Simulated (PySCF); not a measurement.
Vertical excitations of a molecule C3H9NSi from TDA-PBE/def2-SVPD (PySCF), as energy in eV (oscillator strength): 4.30 (0.003), 5.68 (0.002), 5.96 (0.064), 5.99 (0.002), 6.29 (0.068), 6.35 (0.127), 6.46 (0.000), 6.79 (0.055), 7.12 (0.070), 7.25 (0.007). Lowest triplet (TDA): 3.43 eV. Geometry optimised at r2SCAN-D4/def2-SVP. One conformer was computed; it need not be the lowest.

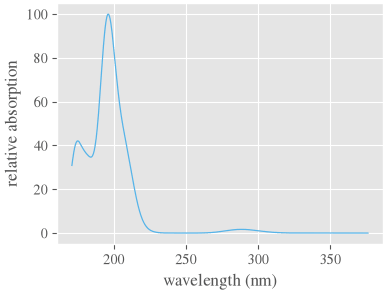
Figure. The lines broadened by 0.4 eV.

**Question.** Identify the compound among the candidates.
(A) C=C(C)[SiH2]N
(B) C=C[SiH2]NC
(C) C=CN(C)[SiH3]
(D) C/N=C/[SiH2]C

**Answer.** D, C/N=C/[SiH2]C
